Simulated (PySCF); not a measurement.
Input file:

```
{"job": {"kind": "nmr", "xc": "revPBE", "basis": "pcSseg-1", "pop": false}, "charge": 0, "multiplicity": 1}
C      2.803753    -0.708562    -0.310495
C      1.689396    -0.317379     0.295660
C      0.416796    -0.192484    -0.438901
O      0.277594    -0.423648    -1.612660
N     -0.661347     0.244087     0.416409
C     -1.702244    -0.771927     0.467990
C     -1.180980     1.522618    -0.045912
H      2.793563    -0.943583    -1.363203
H      3.742612    -0.806157     0.207826
H      1.647451    -0.071203     1.345711
H     -1.265692    -1.700318     0.834807
H     -2.470032    -0.442273     1.166364
H     -2.162148    -0.957270    -0.511723
H     -1.948183     1.854485     0.652067
H     -0.368559     2.248568    -0.049747
H     -1.611978     1.465045    -1.054195
```

Run with:

```sh
OMP_NUM_THREADS=1 python ens_run.py task.json out
```

Geometry: GFN2-xTB.

Method: PySCF, revPBE/pcSseg-1, SCF density, gas phase, non-relativistic.

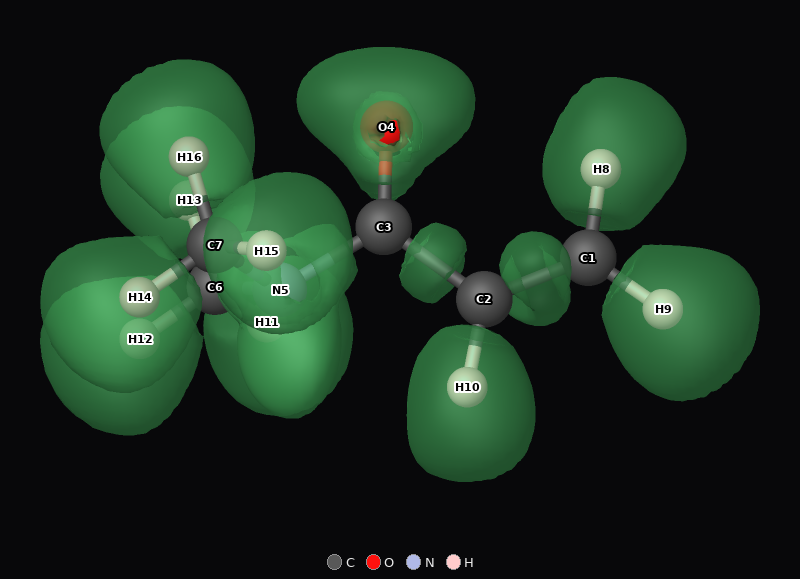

C5H9NO (SMILES C=CC(=O)N(C)C). Isosurface of the ELF at 0.75 (green), seen from one side. Core shells and regions of very low density are left out.

Q: Describe the localisation domains.

A: At this value the surface marks out two regions between bonded C–C atoms (shared pairs), nine regions around hydrogen nuclei, one region on N in which the atom's valence shell and bonds are merged and one region on O in which the atom's valence shell and bonds are merged. Along the contacts the grid gives the following. C–O (1.20 Å): the ELF peaks at about 0.85 between the atoms: a multiple bond. C–C (1.33 Å): the ELF peaks at about 0.95 between the atoms: a multiple bond.
